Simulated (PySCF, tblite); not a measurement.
Molecule: C₅H₇FOSi, SMILES C#CC[C@@]1(F)OC[SiH2]1.

Vertical TDDFT excitations, PBE0/def2-SVPD in PySCF 2.14.0, at a GFN2-xTB geometry (a minimum by its frequencies), gas phase.

> Predict the low-lying singlet excitations and the spectrum.

The lowest singlet lies at 6.33 eV (196 nm, f = 0.044); the brightest of the first 8 is S1 at 6.33 eV (196 nm), f = 0.044, mainly HOMO → LUMO (78 %). No singlet lies below 3.1 eV (beyond 400 nm), so at this level no vertical transition falls in the visible.


```tsv
state	E (eV)	λ (nm)	f	main character
S1	6.33	196	0.044	HOMO → LUMO (78 %)
S2	6.47	191	0.007	HOMO−2 → LUMO (64 %)
S3	6.58	188	0.000	HOMO−1 → LUMO (48 %)
S4	6.77	183	0.000	HOMO−1 → LUMO (27 %)
S5	6.83	182	0.005	HOMO−3 → LUMO (70 %)
S6	7.00	177	0.003	HOMO−1 → LUMO+4 (23 %)
S7	7.05	176	0.010	HOMO → LUMO+4 (38 %)
S8	7.14	174	0.043	HOMO−4 → LUMO (66 %)
```

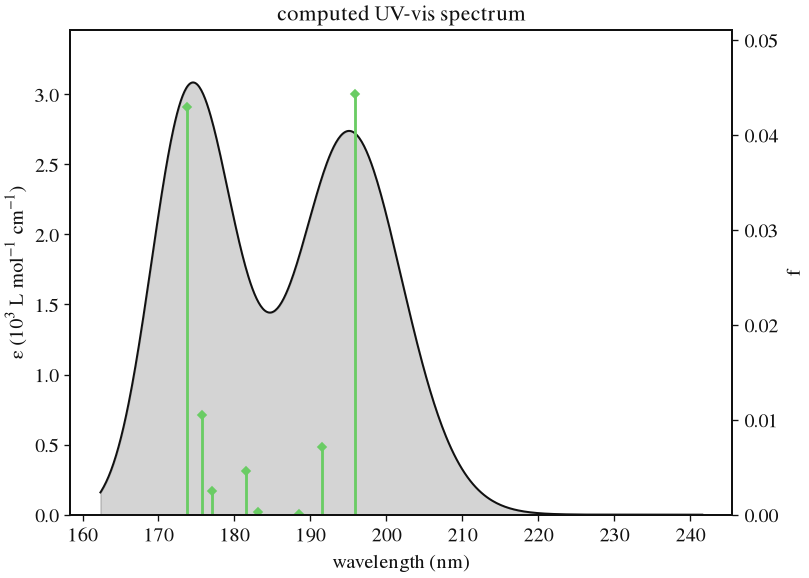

Only the first 8 singlet excitations are included; each is broadened by a Gaussian of 1/e half-width 0.30 eV. Sticks give oscillator strengths (right axis).

Note: the tight-binding geometry is rougher than a DFT one and adds to the error; one conformer of a flexible molecule; core orbitals are frozen in the response.
